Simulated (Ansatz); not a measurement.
# Ti(0001) with 2 thermally displaced layers, 2x2: scattering by thermal displacements, part 2 of 2

Wanted: the phonon-limited resistivity of Ti at 273 K by the Landauer route.

Ansatz 0.2.0; Ansatz plane-wave DFT, PBE, PAW files; ballistic transport by layer matching (Landauer), zero bias; PAW set soft_1.

So far. Step 2 (With 2 displaced layers): Over the solved energies the transmission per spin lies between 2.05 and 2.57, out of 2.71 channels of the lead on average (up to 3.22).

## Step 3: With 6 displaced layers

System of this step: Ti(0001) with 6 thermally displaced layers, 2x2. The cell holds 64 atoms: 64 Ti. Cell: a = 5.900 Å, b = 5.900 Å, c = 37.488 Å, α = 90.0°, β = 90.0°, γ = 120.0°. It derives from Ti. Regions: lead, 40 atoms (40 Ti); scattering region, 24 atoms (24 Ti). The structure is stacked along c, and the current runs across the ab planes.

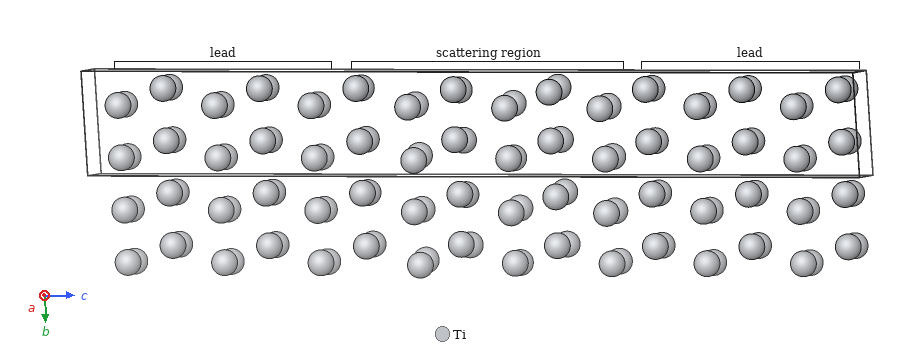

The cell of this step (titanium light grey). 1×2×1 cells are drawn.

Contents of input.yaml:

```yaml
crystal:
  lattice:
    - [5.9, 0.0, 0.0]
    - [-2.95, 5.1095498823, 0.0]
    - [0.0, 0.0, 37.488]
  atoms:
    - { symbol: Ti, position: [0.1666666667, 0.3333333333, 0.03125] }
    - { symbol: Ti, position: [0.1666666667, 0.8333333333, 0.03125] }
    - { symbol: Ti, position: [0.6666666667, 0.3333333333, 0.03125] }
    - { symbol: Ti, position: [0.6666666667, 0.8333333333, 0.03125] }
    - { symbol: Ti, position: [0.3333333333, 0.1666666667, 0.09375] }
    - { symbol: Ti, position: [0.3333333333, 0.6666666667, 0.09375] }
    - { symbol: Ti, position: [0.8333333333, 0.1666666667, 0.09375] }
    - { symbol: Ti, position: [0.8333333333, 0.6666666667, 0.09375] }
    - { symbol: Ti, position: [0.1666666667, 0.3333333333, 0.15625] }
    - { symbol: Ti, position: [0.1666666667, 0.8333333333, 0.15625] }
    - { symbol: Ti, position: [0.6666666667, 0.3333333333, 0.15625] }
    - { symbol: Ti, position: [0.6666666667, 0.8333333333, 0.15625] }
    - { symbol: Ti, position: [0.3333333333, 0.1666666667, 0.21875] }
    - { symbol: Ti, position: [0.3333333333, 0.6666666667, 0.21875] }
    - { symbol: Ti, position: [0.8333333333, 0.1666666667, 0.21875] }
    - { symbol: Ti, position: [0.8333333333, 0.6666666667, 0.21875] }
    - { symbol: Ti, position: [0.1666666667, 0.3333333333, 0.28125] }
    - { symbol: Ti, position: [0.1666666667, 0.8333333333, 0.28125] }
    - { symbol: Ti, position: [0.6666666667, 0.3333333333, 0.28125] }
    - { symbol: Ti, position: [0.6666666667, 0.8333333333, 0.28125] }
    - { symbol: Ti, position: [0.3448203022, 0.1679686581, 0.3423465583] }
    - { symbol: Ti, position: [0.3191088531, 0.660327548, 0.344165644] }
    - { symbol: Ti, position: [0.8197757972, 0.1637697605, 0.3434494442] }
    - { symbol: Ti, position: [0.841306511, 0.6696395154, 0.3444208075] }
    - { symbol: Ti, position: [0.1579273059, 0.3315382933, 0.4077298453] }
    - { symbol: Ti, position: [0.1758599689, 0.8158963321, 0.409107708] }
    - { symbol: Ti, position: [0.6882189804, 0.3441538407, 0.4067491909] }
    - { symbol: Ti, position: [0.6729977443, 0.8535256965, 0.4099502165] }
    - { symbol: Ti, position: [0.3640481888, 0.1848797504, 0.4694245973] }
    - { symbol: Ti, position: [0.3188102487, 0.6666049807, 0.4699891731] }
    - { symbol: Ti, position: [0.8206171345, 0.1721387757, 0.4695614179] }
    - { symbol: Ti, position: [0.8334819583, 0.6502676263, 0.4675009591] }
    - { symbol: Ti, position: [0.1533317948, 0.3171325584, 0.53453326] }
    - { symbol: Ti, position: [0.1629968263, 0.8378892867, 0.5307619141] }
    - { symbol: Ti, position: [0.6948013512, 0.3516192252, 0.5324455271] }
    - { symbol: Ti, position: [0.6405986534, 0.834053891, 0.5325405375] }
    - { symbol: Ti, position: [0.3410958255, 0.1581091725, 0.5971892593] }
    - { symbol: Ti, position: [0.3129156431, 0.6575050586, 0.5955150161] }
    - { symbol: Ti, position: [0.8477874095, 0.1943981239, 0.594105852] }
    - { symbol: Ti, position: [0.8231245085, 0.6614377289, 0.5916903343] }
    - { symbol: Ti, position: [0.1557078569, 0.3420640036, 0.6573470184] }
    - { symbol: Ti, position: [0.1769679209, 0.8228826763, 0.6594383876] }
    - { symbol: Ti, position: [0.6741219343, 0.355137567, 0.6554330662] }
    - { symbol: Ti, position: [0.6595751411, 0.8367926512, 0.6581969882] }
    - { symbol: Ti, position: [0.3333333333, 0.1666666667, 0.71875] }
    - { symbol: Ti, position: [0.3333333333, 0.6666666667, 0.71875] }
    - { symbol: Ti, position: [0.8333333333, 0.1666666667, 0.71875] }
    - { symbol: Ti, position: [0.8333333333, 0.6666666667, 0.71875] }
    - { symbol: Ti, position: [0.1666666667, 0.3333333333, 0.78125] }
    - { symbol: Ti, position: [0.1666666667, 0.8333333333, 0.78125] }
    - { symbol: Ti, position: [0.6666666667, 0.3333333333, 0.78125] }
    - { symbol: Ti, position: [0.6666666667, 0.8333333333, 0.78125] }
    - { symbol: Ti, position: [0.3333333333, 0.1666666667, 0.84375] }
    - { symbol: Ti, position: [0.3333333333, 0.6666666667, 0.84375] }
    - { symbol: Ti, position: [0.8333333333, 0.1666666667, 0.84375] }
    - { symbol: Ti, position: [0.8333333333, 0.6666666667, 0.84375] }
    - { symbol: Ti, position: [0.1666666667, 0.3333333333, 0.90625] }
    - { symbol: Ti, position: [0.1666666667, 0.8333333333, 0.90625] }
    - { symbol: Ti, position: [0.6666666667, 0.3333333333, 0.90625] }
    - { symbol: Ti, position: [0.6666666667, 0.8333333333, 0.90625] }
    - { symbol: Ti, position: [0.3333333333, 0.1666666667, 0.96875] }
    - { symbol: Ti, position: [0.3333333333, 0.6666666667, 0.96875] }
    - { symbol: Ti, position: [0.8333333333, 0.1666666667, 0.96875] }
    - { symbol: Ti, position: [0.8333333333, 0.6666666667, 0.96875] }
kpoints:
  mp_grid: { grid: [4, 4, 1] }
hamiltonian:
  xc: pbe
  pseudopotentials: { kind: paw, azcp: { folder: soft_1 } }
scf:
  occupations: { method: fermi_dirac, width: 0.1 }
output:
  transmission: { leads: [[0, 8]], kmesh: [8, 8], e_range: [-0.05, 0.05], de: 0.05 }
  write_potential: true
  write_density: true
  volumetric_format: npy
```

Started as:

```sh
$ ansatz run input.yaml --threads 4 --pin off --max-ram 15360MiB --backend cpu --events-out ev --progress --plain --runs-dir out
```

Numbers of over 12 decimals in the logs are rounded to 6 here.

The program printed:

```text
[...]
Crystal: 64 atoms, lattice volume = 1130.126 Å³
Basis set: ecut = 420 eV, 21905 PW (Γ)
Bands: 461, of which v1, the nominal top of the filled ones, is band 384 counted from 1 (383 counted from 0)
Symmetry: 1 space group operations
[...]
k-points: 10 of 16 (time reversal used)
[...]
SCF iter   1: F=—  HF=-159991.977505 eV  |F-HF|=—  |Δ(HF+E_count)|=         —  Δρ=5.89e-2  dr2=5.92e1  ethr=3.10e-3  ⟨swp⟩=7.6  Hψ=16804  notcnv=0
[...]
SCF iter   9: F=-159978.894227 eV  HF=-159978.894227 eV  |F-HF|=5.58e-8  |Δ(HF+E_count)|=   7.21e-8  Δρ=2.09e-6  dr2=7.28e-8  ethr=1.30e-11  ⟨swp⟩=6.2  Hψ=12380  notcnv=0
SCF 1 converged in 9 iterations: F = -159978.894227 eV  dr2 = 7.28e-8
[...]
transmission: 168 of 1598 steps passed
transmission: 327 of 1598 steps passed
[...]
transmission: 1598 of 1598 steps passed
SCF converged after 9 iterations
Free energy (F): -159978.894227 eV
[...]
Internal energy: -159976.355743 eV  (E = F + TS)
E sigma→0 (E₀):  -159977.624985 eV
Entropy (-TS):   -2.538484 eV (-39.664 meV/atom)
Fermi energy:    12.999861 eV
[...]
--- Band table (eV; the first three rows and the last of 10) ---
  k-point 0: bands = [... 380 lower, 13.5296, 13.5530, 13.5640, 13.5770, 13.5846, 13.5911, 13.5977, 13.6053, ... 73 higher]
  k-point 1: bands = [... 380 lower, 13.2305, 13.2450, 13.2561, 13.2619, 13.2677, 13.2774, 13.2859, 13.2982, ... 73 higher]
  k-point 2: bands = [... 380 lower, 12.7697, 12.7919, 12.8163, 12.8347, 12.8952, 12.9100, 12.9161, 12.9247, ... 73 higher]
  k-point 9: bands = [... 380 lower, 12.7862, 12.7980, 12.8338, 12.8463, 12.8646, 12.8978, 12.9347, 12.9395, ... 73 higher]
--- Transmission ---
  basis      : 253 plane waves across, 47 finite elements along
  points     : 34, standing for a mesh of 8 x 8
[...]
channels       : 2.656250e0 a spin
[...]
junction   : crystal 0 to crystal 0, 0.70 to 33.50 Å
    transmission   : 1.800464e0 a spin
[...]
```

Wall time 18 min (4 threads of Arm Neoverse V1, shared host); peak memory 9.3 GiB; 62 min of CPU time.

Numbers from this step:

```
free energy                                   : -159978.8942 eV
energy at zero smearing                       : -159977.6250 eV
Fermi energy                                  : 13.00 eV
transmission per spin nearest the Fermi level : 1.800
step of the lead's potential                  : 2.5 meV
```

Per spin. The transmission, zone mean by energy, zero at the Fermi level:

```csv
energy (eV),"transmission, zone mean"
-0.0500,1.66
0.0000,1.80
0.0500,1.80
```

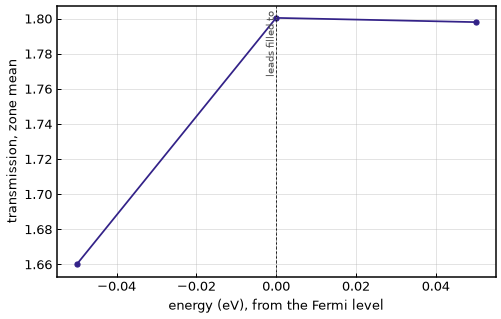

Transmission, zone mean, plotted against energy.

Over the solved energies the transmission per spin lies between 1.66 and 1.80, out of 2.71 channels of the lead on average (up to 3.22).

## Step 4: With 10 displaced layers

System of this step: Ti(0001) with 10 thermally displaced layers, 2x2. The cell holds 80 atoms: 80 Ti. Its edges and angles: a = 5.900 Å, b = 5.900 Å, c = 46.860 Å, α = 90.0°, β = 90.0°, γ = 120.0°. It derives from Ti. Regions: lead, 40 atoms (40 Ti); scattering region, 40 atoms (40 Ti). The structure is stacked along c, and the current runs across the ab planes.

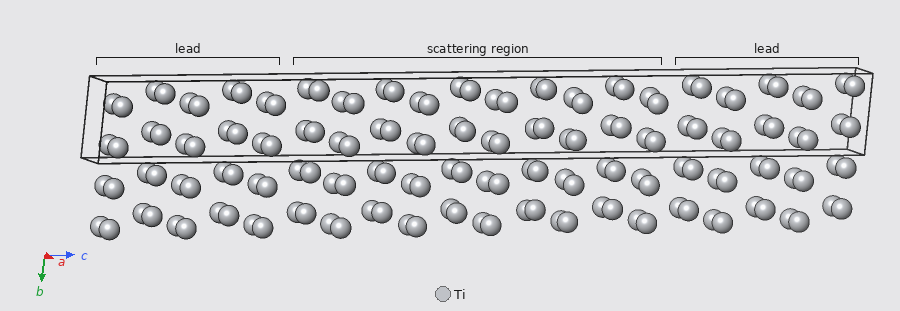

The cell of this step (titanium light grey). 1×2×1 cells are drawn.

Contents of input.yaml:

```yaml
crystal:
  lattice:
    - [5.9, 0.0, 0.0]
    - [-2.95, 5.1095498823, 0.0]
    - [0.0, 0.0, 46.86]
  atoms:
    - { symbol: Ti, position: [0.1666666667, 0.3333333333, 0.025] }
    - { symbol: Ti, position: [0.1666666667, 0.8333333333, 0.025] }
    - { symbol: Ti, position: [0.6666666667, 0.3333333333, 0.025] }
    - { symbol: Ti, position: [0.6666666667, 0.8333333333, 0.025] }
    - { symbol: Ti, position: [0.3333333333, 0.1666666667, 0.075] }
    - { symbol: Ti, position: [0.3333333333, 0.6666666667, 0.075] }
    - { symbol: Ti, position: [0.8333333333, 0.1666666667, 0.075] }
    - { symbol: Ti, position: [0.8333333333, 0.6666666667, 0.075] }
    - { symbol: Ti, position: [0.1666666667, 0.3333333333, 0.125] }
    - { symbol: Ti, position: [0.1666666667, 0.8333333333, 0.125] }
    - { symbol: Ti, position: [0.6666666667, 0.3333333333, 0.125] }
    - { symbol: Ti, position: [0.6666666667, 0.8333333333, 0.125] }
    - { symbol: Ti, position: [0.3333333333, 0.1666666667, 0.175] }
    - { symbol: Ti, position: [0.3333333333, 0.6666666667, 0.175] }
    - { symbol: Ti, position: [0.8333333333, 0.1666666667, 0.175] }
    - { symbol: Ti, position: [0.8333333333, 0.6666666667, 0.175] }
    - { symbol: Ti, position: [0.1666666667, 0.3333333333, 0.225] }
    - { symbol: Ti, position: [0.1666666667, 0.8333333333, 0.225] }
    - { symbol: Ti, position: [0.6666666667, 0.3333333333, 0.225] }
    - { symbol: Ti, position: [0.6666666667, 0.8333333333, 0.225] }
    - { symbol: Ti, position: [0.3312098965, 0.1585575837, 0.2729746329] }
    - { symbol: Ti, position: [0.3200047528, 0.6736284024, 0.2764945592] }
    - { symbol: Ti, position: [0.8239233032, 0.1517876148, 0.2763183752] }
    - { symbol: Ti, position: [0.8130389428, 0.6567912718, 0.275937795] }
    - { symbol: Ti, position: [0.1423545391, 0.3386842281, 0.324121668] }
    - { symbol: Ti, position: [0.167453136, 0.8322849307, 0.3253052116] }
    - { symbol: Ti, position: [0.6697409818, 0.3228305486, 0.3271458156] }
    - { symbol: Ti, position: [0.6812177308, 0.8450183228, 0.3267590535] }
    - { symbol: Ti, position: [0.3486243408, 0.1783564482, 0.3751141534] }
    - { symbol: Ti, position: [0.3152858691, 0.6647964053, 0.373837961] }
    - { symbol: Ti, position: [0.8180590366, 0.170246021, 0.3741414372] }
    - { symbol: Ti, position: [0.8137597969, 0.6522219768, 0.3754053349] }
    - { symbol: Ti, position: [0.1801259427, 0.3516482597, 0.4249789876] }
    - { symbol: Ti, position: [0.1888723021, 0.8527535247, 0.4267368576] }
    - { symbol: Ti, position: [0.6468059808, 0.350349572, 0.4255128579] }
    - { symbol: Ti, position: [0.674319858, 0.8384745216, 0.4255779991] }
    - { symbol: Ti, position: [0.3346789756, 0.1616960185, 0.472128353] }
    - { symbol: Ti, position: [0.3264615341, 0.6555356549, 0.4766311477] }
    - { symbol: Ti, position: [0.830447979, 0.1678227303, 0.4737170156] }
    - { symbol: Ti, position: [0.8271292061, 0.6665069434, 0.4727569447] }
    - { symbol: Ti, position: [0.1695384955, 0.3318643216, 0.5232094523] }
    - { symbol: Ti, position: [0.1414555914, 0.8404386749, 0.5245506203] }
    - { symbol: Ti, position: [0.6586746196, 0.3300627898, 0.5277430484] }
    - { symbol: Ti, position: [0.6666691696, 0.8345329375, 0.522754381] }
    - { symbol: Ti, position: [0.3594442848, 0.1793731054, 0.5766111713] }
    - { symbol: Ti, position: [0.3402525568, 0.6793615664, 0.5755601644] }
    - { symbol: Ti, position: [0.8396338823, 0.1645589219, 0.5727742915] }
    - { symbol: Ti, position: [0.8322743459, 0.6398690992, 0.5746376732] }
    - { symbol: Ti, position: [0.1569923112, 0.3188905954, 0.6259258732] }
    - { symbol: Ti, position: [0.1612388374, 0.8272830736, 0.6257850096] }
    - { symbol: Ti, position: [0.6705688122, 0.3525695406, 0.62553073] }
    - { symbol: Ti, position: [0.6475144278, 0.8064068947, 0.6230251705] }
    - { symbol: Ti, position: [0.3460180712, 0.1659658429, 0.6745724547] }
    - { symbol: Ti, position: [0.3441602337, 0.6489030508, 0.674115602] }
    - { symbol: Ti, position: [0.8317253863, 0.1747869461, 0.6739979998] }
    - { symbol: Ti, position: [0.814861182, 0.6444366943, 0.6761013858] }
    - { symbol: Ti, position: [0.1730365715, 0.3267359151, 0.7252466586] }
    - { symbol: Ti, position: [0.1478959161, 0.826799117, 0.7270808347] }
    - { symbol: Ti, position: [0.6842928817, 0.3653299292, 0.7238112654] }
    - { symbol: Ti, position: [0.6722726427, 0.8306257417, 0.7258544378] }
    - { symbol: Ti, position: [0.3333333333, 0.1666666667, 0.775] }
    - { symbol: Ti, position: [0.3333333333, 0.6666666667, 0.775] }
    - { symbol: Ti, position: [0.8333333333, 0.1666666667, 0.775] }
    - { symbol: Ti, position: [0.8333333333, 0.6666666667, 0.775] }
    - { symbol: Ti, position: [0.1666666667, 0.3333333333, 0.825] }
    - { symbol: Ti, position: [0.1666666667, 0.8333333333, 0.825] }
    - { symbol: Ti, position: [0.6666666667, 0.3333333333, 0.825] }
    - { symbol: Ti, position: [0.6666666667, 0.8333333333, 0.825] }
    - { symbol: Ti, position: [0.3333333333, 0.1666666667, 0.875] }
    - { symbol: Ti, position: [0.3333333333, 0.6666666667, 0.875] }
    - { symbol: Ti, position: [0.8333333333, 0.1666666667, 0.875] }
    - { symbol: Ti, position: [0.8333333333, 0.6666666667, 0.875] }
    - { symbol: Ti, position: [0.1666666667, 0.3333333333, 0.925] }
    - { symbol: Ti, position: [0.1666666667, 0.8333333333, 0.925] }
    - { symbol: Ti, position: [0.6666666667, 0.3333333333, 0.925] }
    - { symbol: Ti, position: [0.6666666667, 0.8333333333, 0.925] }
    - { symbol: Ti, position: [0.3333333333, 0.1666666667, 0.975] }
    - { symbol: Ti, position: [0.3333333333, 0.6666666667, 0.975] }
    - { symbol: Ti, position: [0.8333333333, 0.1666666667, 0.975] }
    - { symbol: Ti, position: [0.8333333333, 0.6666666667, 0.975] }
kpoints:
  mp_grid: { grid: [4, 4, 1] }
hamiltonian:
  xc: pbe
  pseudopotentials: { kind: paw, azcp: { folder: soft_1 } }
scf:
  occupations: { method: fermi_dirac, width: 0.1 }
output:
  transmission: { leads: [[0, 8]], kmesh: [8, 8], e_range: [-0.05, 0.05], de: 0.05 }
  write_potential: true
  write_density: true
  volumetric_format: npy
```

The program printed:

```text
[...]
Crystal: 80 atoms, lattice volume = 1412.658 Å³
Basis set: ecut = 420 eV, 27409 PW (Γ)
Bands: 576, of which v1, the nominal top of the filled ones, is band 480 counted from 1 (479 counted from 0)
Symmetry: 1 space group operations
[...]
k-points: 10 of 16 (time reversal used)
[...]
SCF iter   1: F=—  HF=-199989.603746 eV  |F-HF|=—  |Δ(HF+E_count)|=         —  Δρ=5.90e-2  dr2=8.37e1  ethr=3.10e-3  ⟨swp⟩=7.4  Hψ=20618  notcnv=0
[...]
SCF iter   9: F=-199973.127808 eV  HF=-199973.127808 eV  |F-HF|=5.57e-8  |Δ(HF+E_count)|=   9.92e-8  Δρ=1.86e-6  dr2=7.35e-8  ethr=1.04e-11  ⟨swp⟩=6.6  Hψ=15475  notcnv=0
SCF 1 converged in 9 iterations: F = -199973.127808 eV  dr2 = 7.35e-8
[...]
transmission: 201 of 1972 steps passed
transmission: 402 of 1972 steps passed
[...]
transmission: 1972 of 1972 steps passed
SCF converged after 9 iterations
Free energy (F): -199973.127808 eV
[...]
Internal energy: -199969.913067 eV  (E = F + TS)
E sigma→0 (E₀):  -199971.520438 eV
Entropy (-TS):   -3.214741 eV (-40.184 meV/atom)
Fermi energy:    12.994734 eV
[...]
--- Band table (eV; the first three rows and the last of 10) ---
  k-point 0: bands = [... 476 lower, 13.5454, 13.5508, 13.5525, 13.5640, 13.5694, 13.5884, 13.5891, 13.5944, ... 92 higher]
  k-point 1: bands = [... 476 lower, 13.2430, 13.2531, 13.2562, 13.2627, 13.2685, 13.2713, 13.2791, 13.2848, ... 92 higher]
  k-point 2: bands = [... 476 lower, 12.7865, 12.7994, 12.8317, 12.8461, 12.8654, 12.8786, 12.8806, 12.9070, ... 92 higher]
  k-point 9: bands = [... 476 lower, 12.8074, 12.8482, 12.8532, 12.8631, 12.8643, 12.8730, 12.8932, 12.9046, ... 92 higher]
--- Transmission ---
  basis      : 253 plane waves across, 58 finite elements along
  points     : 34, standing for a mesh of 8 x 8
[...]
channels       : 2.656250e0 a spin
[...]
junction   : crystal 0 to crystal 0, 0.70 to 42.87 Å
    transmission   : 1.513441e0 a spin
[...]
```

It took 26 min on 4 threads; peak memory 9.3 GiB; 1.5 h of CPU time.

Numbers from this step:

| Item | Value |
| --- | --- |
| free energy | -199973.1278 eV |
| energy at zero smearing | -199971.5204 eV |
| Fermi energy | 12.99 eV |
| transmission per spin nearest the Fermi level | 1.513 |
| step of the lead's potential | 5.1 meV |

Per spin. Transmission, zone mean against energy, zero at the Fermi level:

```csv
energy (eV),"transmission, zone mean"
-0.0500,1.40
0.0000,1.51
0.0500,1.45
```

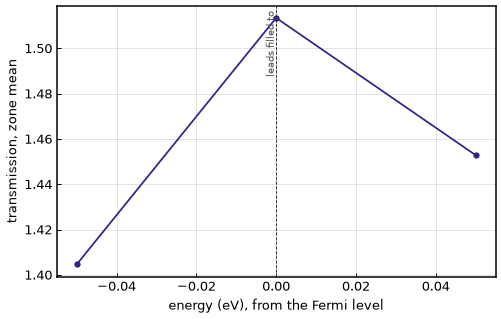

Transmission, zone mean against energy.

Over the solved energies the transmission per spin lies between 1.40 and 1.51, out of 2.71 channels of the lead on average (up to 3.22).

## Step 5: The fit

This step: Ansatz plane-wave DFT, PBE, PAW files; ballistic transport by layer matching (Landauer), zero bias; resistivity from the slope of the area resistance; PAW set soft_1 (Ansatz 0.2.0).

Numbers from this step:

```
resistivity           : 53.43 µΩ cm
intercept             : -0.001345 fΩ m²
scatter about the fit : 0.02356 fΩ m²
```

Resistance, by row:

```csv
run,length (Å),T,channels N,RA (fΩ m²)
n2,4.686,2.331,2.708,0.2324
n6,14.06,1.753,2.708,0.7831
n10,23.43,1.457,2.708,1.234
```

The area resistance by length of the displaced region:

```csv
length of the displaced region (Å),area resistance (fΩ m²)
4.69,0.232
14.06,0.783
23.43,1.23
```

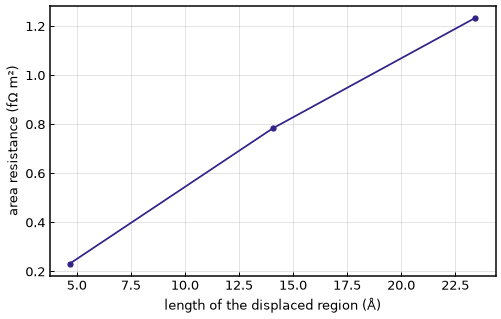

Area resistance against length of the displaced region.

The area resistance goes from 0.23 to 1.2 fΩ m² between 4.7 and 23.4 Å, a slope of 53 µΩ cm.

By hand from the end points: (1.234 − 0.2324) fΩ m² / (23.43 − 4.69) Å = 53 µΩ cm, since 1 fΩ m² per Å is 1000 µΩ cm.

## Step 6: Outcome

- resistivity from the slope: 53.4 µΩ cm
- area resistance over 4.69 Å: 0.232 fΩ m²
- area resistance over 14.1 Å: 0.783 fΩ m²
- area resistance over 23.4 Å: 1.23 fΩ m²

In words: The slope gives 53 µΩ cm. The points scatter by 0.024 fΩ m² about the line, with one random draw a length in a 2x2 cell, so the slope is a rough value. The mean square of the displacements drawn is 0.73, 0.99 and 0.93 of the nominal one at the three lengths; with each resistance scaled back by that, the slope is 54 µΩ cm, the value used below. The current runs along the hexagonal axis, while the measured value below is not for that direction. Read with a model of isotropic scattering on a spherical Fermi surface and the lead's 0.70×10¹⁵ S/m², this slope means a mean free path near 21 Å; over these lengths the model's slope is 1.04 times its bulk resistivity, which would be 52 µΩ cm. Uncorrelated displacements put too much weight on short waves, which scatter strongly; with the sideways repeat of a small cell, one draw and three short lengths, the method is good to a factor of two or three. The measured value is 39 µΩ cm (CRC Handbook of Chemistry and Physics, 84th ed., 2003, Electrical Resistivity of Pure Metals); the scaled slope is 1.4 times that and the corrected value 1.3: fair for so small a cell.

[Logs are printed without paths, hosts, clocks, repeated set-up lines and the standing remarks that a program may print on its own settings, such as how far it seeks lower states.]

[Hosts, paths, dates, database ids (printed as entryN), source tags and the programs' standing remarks are cut or masked in the printed files.]
